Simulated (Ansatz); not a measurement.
```xyz
7

Cl    0.1384   -0.1427   -2.8239
H    -0.3107   -0.5669   -1.6935
C     0.0702    0.1898    0.9405
F    -0.6342   -0.7550    0.2053
H    -0.6463    0.8150    1.4743
H     0.6646    0.7941    0.2535
H     0.7180   -0.3345    1.6438
```

Geometry: PBE0-D4/def2-TZVP.

All numbers below come from RKS PBE0-D4/def2-TZVPPD (Ansatz).

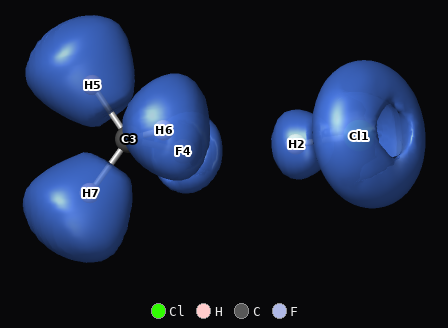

HCl···CH3F (SMILES Cl.CF). Isosurface of the ELF at 0.85 (blue), seen from one side. Only the valence region is drawn (cores and ρ < 0.01 e/Å³ removed).

What do the ELF domains correspond to?

Answer. The surface consists of four regions around hydrogen nuclei, one ring or bowl of non-bonding electrons around Cl and one region wrapped around F (its lone pairs, merged into a ring or cap).

Values along the shortest contacts:
F4···H2 (1.94 Å): the ELF dips to about 0.05 between them. C–F (1.39 Å): the ELF peaks at about 0.85 between the atoms; a shared but strongly polarised pair.
